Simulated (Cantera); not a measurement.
A closed system holds: 1 mol MgSO₄, 3.7 mol H₂, 1.9 mol O₂, at 56.0 mbar.

Equilibrium computed with Cantera from the NASA thermochemical tables; the gas is ideal and each condensed phase is pure. Candidate condensed phases: H₂O, H₂SO₄, Mg, MgO, Mg(OH)₂, MgS, MgSO₄, S; 26 gas species. Mutual solubility and eutectic melting of coexisting phases are not modelled. Equilibrium is a limit: real reactors are often held back by kinetics, nucleation or transport.

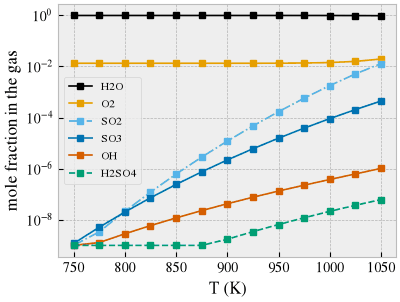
Fig. 1. Equilibrium gas composition (values under 1e-9 drawn at 1e-9)

### Question
Read off the mole fractions at 825 K.

### Answer
H₂O about 0.99, O₂ about 0.013, SO₂ about 1.2e-7, SO₃ about 7.3e-8.
